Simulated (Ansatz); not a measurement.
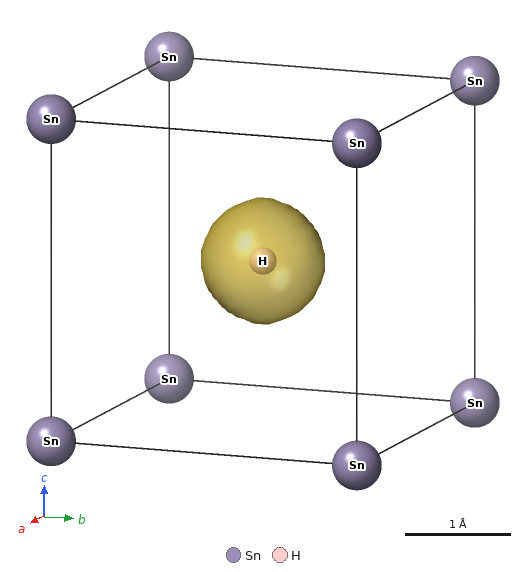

Figure. SnH. Isosurface of the ELF at 0.9 (yellow), seen slightly off an axis. Core shells and regions of very low density are left out.

Space group P4/mmm; a structure generated by program, which may or may not match a known phase; computed without spin polarisation.

The calculation used Ansatz 0.2.0, DFT PBE, scalar-relativistic, plane waves, PAW.

Core electrons are frozen (PAW), and the valence fields are smoothed inside the atomic spheres.

```cif
data_structure
_symmetry_space_group_name_H-M 'P 1'
_symmetry_Int_Tables_number 1
_cell_length_a 3.1275
_cell_length_b 3.1275
_cell_length_c 3.1410
_cell_angle_alpha 90.000
_cell_angle_beta 90.000
_cell_angle_gamma 90.000
_cell_volume 30.72
loop_
_atom_site_label
_atom_site_type_symbol
_atom_site_fract_x
_atom_site_fract_y
_atom_site_fract_z
_atom_site_occupancy
Sn1 Sn 0.00000 0.00000 0.00000 1
H1 H 0.50000 0.50000 0.50000 1
```

Describe the localisation domains.

Answer. The surface consists of one region around a hydrogen nucleus, counted in one cell of 2 atoms. Regions shared between cells count once. Along the contacts the grid gives the following. Sn–H (2.71 Å): the ELF climbs to about 1 towards the hydrogen.
